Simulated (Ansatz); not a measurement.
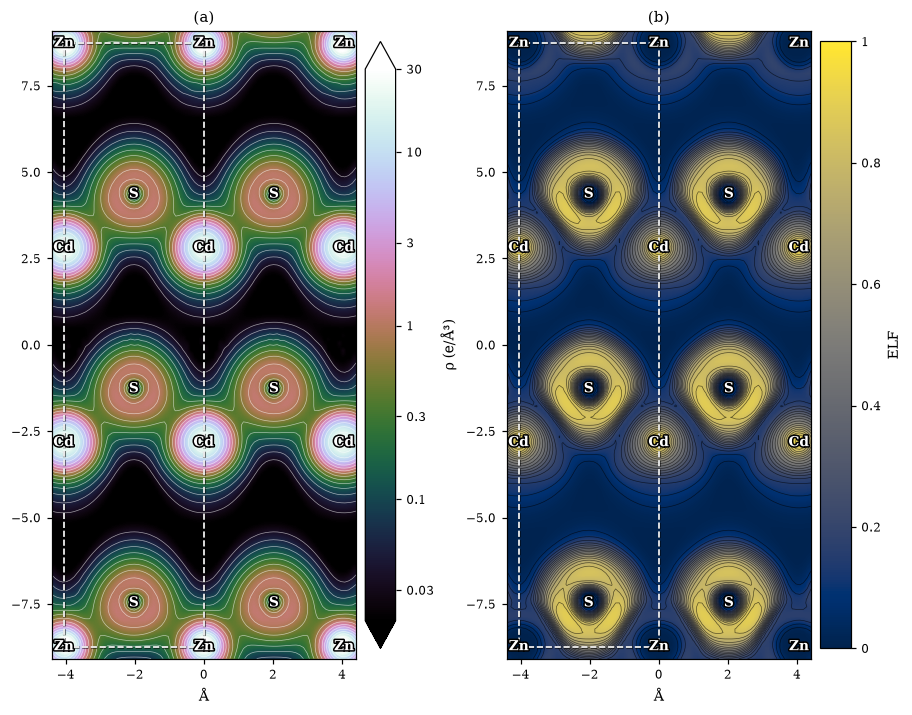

*ZnCd$_{2}$S$_{3}$. (a) valence electron density; (b) ELF on the (010) plane of the conventional cell.*

Space group I-4m2; a structure generated by program, which may or may not match a known phase.

Level of theory: DFT PBE, scalar-relativistic, plane waves, PAW in Ansatz.

The density is the valence pseudo-density of a PAW calculation; it isn't the true density close to the nuclei.

Q: Read the bonding off the picture.

A:
- The section cuts through Zn, Cd and S sites.
- Zn–S (2.39 Å): the density is about 0.47 e/Å³ at the midpoint; the ELF peaks at about 0.90 in the valence shell of S, 0.8 Å from its nucleus, and is about 0.55 at the midpoint.
- Cd–S (2.55 Å): ρ at the midpoint is about 0.4 e/Å³; the ELF peaks at about 0.90 in the valence shell of S, 0.8 Å from its nucleus, and is about 0.30 at the midpoint.
- Between the atoms the lowest density in this plane is 0.003 e/Å³.
- The features right at Cd lie inside the PAW spheres, where the map follows smoothed inner orbitals and isn't to be read closely.

Q: What Bader charges does the calculation give?

A: Electrons move from Zn and Cd towards S. Bader charges: Zn +0.89, Cd +0.85 and S −0.87 e.
